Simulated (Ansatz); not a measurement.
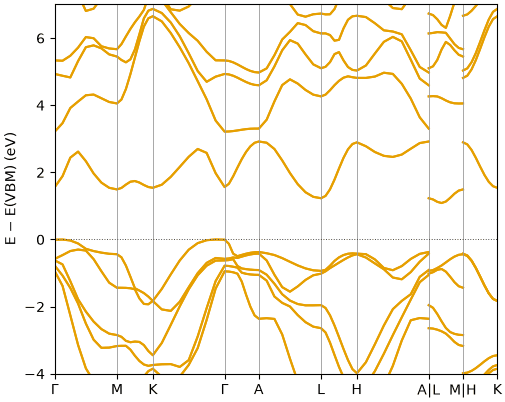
Figure. Band structure from plane-wave PAW LDA with spin–orbit coupling (Ansatz code)

The gap is 1.02 eV; an edge lies off the plotted path or next to a special point (maximum on the K–Γ line, 87 % of the way from K, minimum off the standard path).

The material is SnS$_{2}$ (CdI2 type, space group No. 164).

Space group P-3m1 (CdI2 type). The LDA relaxation kept the symmetry of its start. A crystal of weakly bound layers computed without a dispersion correction: the cell and the soft elastic constants depend strongly on that.

Potentials: the later of the program's two PAW sets.
